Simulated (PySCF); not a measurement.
C₅H₁₂ClNSi (SMILES CN(C)[SiH2]C/C=C\Cl)

```yaml
atoms:
  - { symbol: C, position_ang: [-2.5826, -1.2325, 0.0162] }
  - { symbol: N, position_ang: [-1.5254, -0.2535, 0.0577] }
  - { symbol: C, position_ang: [-1.9987, 1.0637, -0.2977] }
  - { symbol: Si, position_ang: [0.1025, -0.7665, -0.1468] }
  - { symbol: C, position_ang: [1.2387, 0.6955, 0.3215] }
  - { symbol: C, position_ang: [2.6353, 0.2198, 0.4009] }
  - { symbol: C, position_ang: [3.5422, 0.3105, -0.5590] }
  - { symbol: Cl, position_ang: [3.2195, 1.0585, -2.0812] }
  - { symbol: H, position_ang: [-2.2039, -2.1920, 0.3553] }
  - { symbol: H, position_ang: [-3.4014, -0.9224, 0.6708] }
  - { symbol: H, position_ang: [-2.9830, -1.3564, -0.9968] }
  - { symbol: H, position_ang: [-1.1925, 1.7858, -0.2134] }
  - { symbol: H, position_ang: [-2.3896, 1.0926, -1.3217] }
  - { symbol: H, position_ang: [-2.8058, 1.3583, 0.3796] }
  - { symbol: H, position_ang: [0.4886, -1.2236, -1.4937] }
  - { symbol: H, position_ang: [0.2795, -1.8686, 0.8055] }
  - { symbol: H, position_ang: [1.1635, 1.4815, -0.4278] }
  - { symbol: H, position_ang: [0.9320, 1.1041, 1.2830] }
  - { symbol: H, position_ang: [2.9268, -0.2797, 1.3138] }
  - { symbol: H, position_ang: [4.5492, -0.0644, -0.4788] }
```

Geometry: GFN2-xTB.

These are results of PBE0/pcSseg-1, SCF density, gas phase, non-relativistic (PySCF 2.14.0), not measurements.

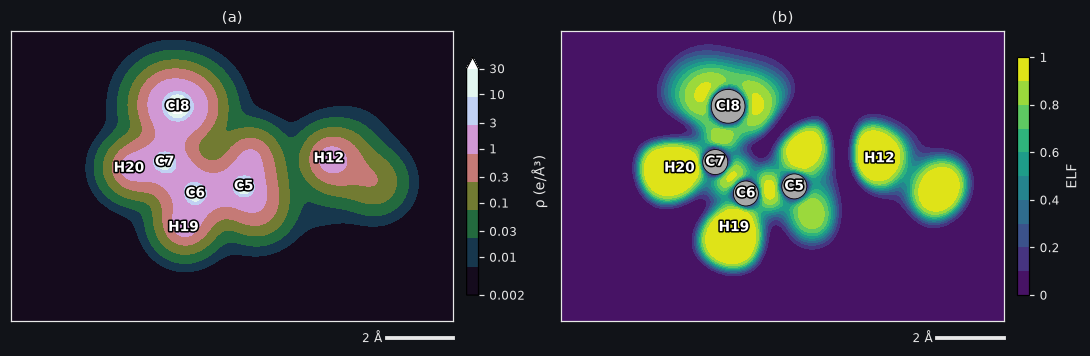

Figure 1. (a) electron density; (b) ELF on the plane of atoms C6, C7 and Cl8. Grey discs cover the atomic cores in the ELF map.

### What do the fields say about this system?

- The section cuts through C, Cl and H sites.
- C–C (1.32 Å): ρ at the midpoint is about 2.3 e/Å³; the ELF peaks at about 0.90 between the atoms (a multiple bond).
- C–Cl (1.73 Å): ρ at the midpoint is about 1.5 e/Å³; the ELF peaks at about 0.90 between the atoms (a shared electron pair).
- C–H (1.08 Å): ρ is about 2.1 e/Å³ halfway; the ELF climbs to about 1 towards the hydrogen, as it does in any bond to H; a covalent bond by its length.
- C–C (1.48 Å): ρ is about 1.7 e/Å³ halfway; the ELF peaks at about 0.95 between the atoms; localised, covalent bonding.
- The ELF also peaks beside Cl8, away from the bonds: lone-pair regions.

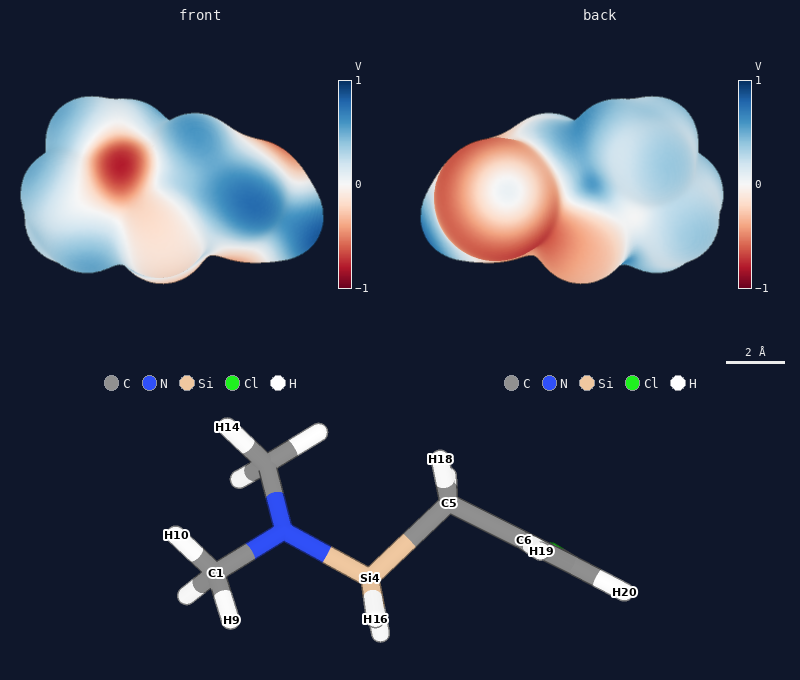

Figure 2. The electrostatic potential painted on the density surface at 0.001 e/bohr³, seen from the front and from behind; red is negative and blue positive. The bare structure is drawn below in the same view.

### Where is the surface potential most negative and most positive?

The most negative region (about −0.7 V) lies over N2 and Cl8, the most positive (about +0.8 V) over H19 and H20.

### How polar is the molecule by this calculation?

Its dipole moment is 1.67 D.
